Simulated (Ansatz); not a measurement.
## A correction line for PBE-D4/def2-TZVPP: vertical ionisation energy

The vertical ionisation energy (cation less neutral) in eV of 7 molecular compounds of Ge: x at PBE-D4/def2-TZVPP, y at CCSD(T)/def2-TZVPP. Shapes, held fixed at every level: PBE0-D4/def2-TZVP. Flexible molecules stand in one conformer, not always the lowest. Programs: Ansatz 0.2.0.

| molecule | x (eV) | y (eV) |
| --- | --- | --- |
| Ge(SeH)4 | 8.31 | 9.17 |
| C3H8Cl3GeN (SMILES CC[N](C)[Ge]([Cl])([Cl])[Cl]) | 8.72 | 9.03 |
| GeH2(SH)2 | 9.06 | 9.60 |
| C3H8Cl3GeN (SMILES CC(C)[NH][Ge]([Cl])([Cl])[Cl]) | 9.12 | 9.53 |
| C2H4Ge (SMILES C#[C][GeH3]) | 10.29 | 10.76 |
| C3H4F2GeO (SMILES C#[C][Ge]([F])([F])[O]C) | 10.36 | ? |
| GeH2(CH3)2 | 10.40 | 10.85 |

Question: Fit y = c + s·x to the known rows and predict y for C3H4F2GeO.

Answer: 
1. Means of the 6 rows: x = 9.3167, y = 9.823.
2. Σ(Δx)² = 3.5949, Σ(Δx·Δy) = 3.27, so the slope is 3.27/3.5949 = 0.90962.
3. Intercept: 9.823 − (0.90962) × 9.3167 = 1.348. The largest residual of the fit is 0.26.
4. C3H4F2GeO: 1.348 + 0.90962 × 10.36 = 10.77 eV.

CCSD(T)/def2-TZVPP gives 11.36 eV, so the prediction is off by -0.59 eV, more than the largest residual. Uncorrected, PBE-D4/def2-TZVPP misses it by -1.00 eV, and the other rows by 0.51 on average. The line removes about 40 % of this miss. Left out in turn, the other rows are missed by 0.19 eV on average, so the withheld one doesn't follow the line. Cations run unrestricted. Relativity is left out for Ge, Se. Outer-core shells of Ge, Se are correlated, in sets that cover them unevenly.

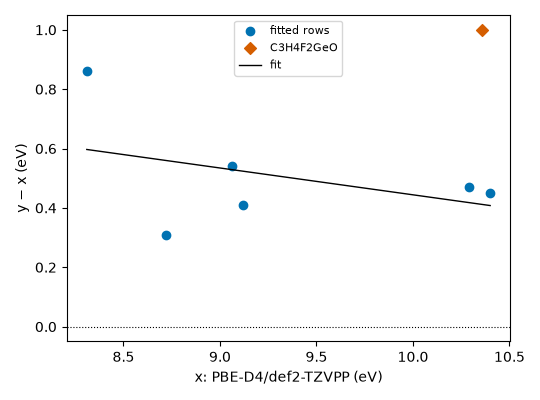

The correction y − x against x, with the fitted line and the withheld molecule.
